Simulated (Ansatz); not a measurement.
Consider AlFH₂O₂.

```xyz
6

Al   -0.0998   -0.1398   -0.0798
O    -0.0028   -0.2224    1.6075
H    -0.7379   -0.0920    2.2129
O     1.2542   -0.3857   -1.0580
H     2.1372   -0.5817   -0.7339
F    -1.5411    0.1884   -0.8315
```

Method: Ansatz, RKS B3LYP-D4/def2-SVP.

Q: What can the converged electron density and electron localisation function tell about the bonding?

A: Al–F (1.66 Å): ρ at the midpoint is about 0.81 e/Å³; the ELF peaks at about 0.85 in the valence shell of F, 0.6 Å from its nucleus, and is about 0.30 at the midpoint.
Al–O (1.69 Å): ρ is about 0.87 e/Å³ halfway; the ELF peaks at about 0.85 in the valence shell of O, 0.6 Å from its nucleus, and is about 0.45 at the midpoint.
O–H (0.96 Å): ρ is about 3.6 e/Å³ halfway; the ELF climbs to about 1 towards the hydrogen, as it does in any bond to H: a covalent bond by its length.

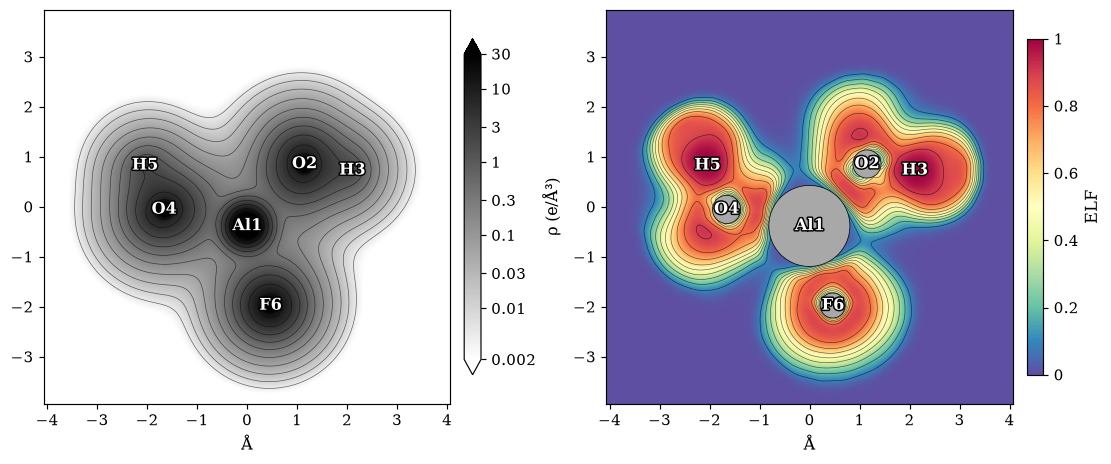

Computed electron density and electron localisation function on the molecular plane, in this order. Grey discs cover the atomic cores in the ELF map. 
